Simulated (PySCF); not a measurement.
C9H7NS, SMILES c1cncc(-c2ccsc2)c1, GFN2-xTB optimised geometry. Atoms within 1.6 Å of the plane z = 0.0 Å (x, y, z in Å): C1 (-2.33, -1.21, 0.00), C2 (-2.99, 0.01, -0.01), N3 (-2.36, 1.17, 0.00), C4 (-1.04, 1.17, 0.00), C5 (-0.27, 0.00, 0.00), C6 (1.19, 0.07, 0.00), C7 (1.95, 1.11, -0.61), C8 (3.28, 0.94, -0.47), S9 (3.67, -0.48, 0.41), C10 (2.00, -0.86, 0.58), C11 (-0.95, -1.21, 0.00), H12 (-2.89, -2.14, 0.00), H13 (-4.07, 0.06, -0.01), H14 (-0.58, 2.14, 0.02), H15 (1.50, 1.93, -1.14), H16 (4.07, 1.56, -0.84), H17 (1.72, -1.74, 1.14), H18 (-0.40, -2.14, -0.02).

Computed with B3LYP/def2-SVP run with PySCF 2.14.0. Cells within 0.4 Å of a nucleus heavier than hydrogen are left out (blank, or x).

Map of the electron localisation function on the plane z = 0.0 Å:

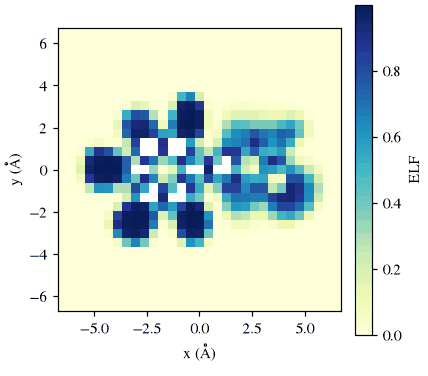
Figure. Electron localisation function on the plane z = 0.0 Å.
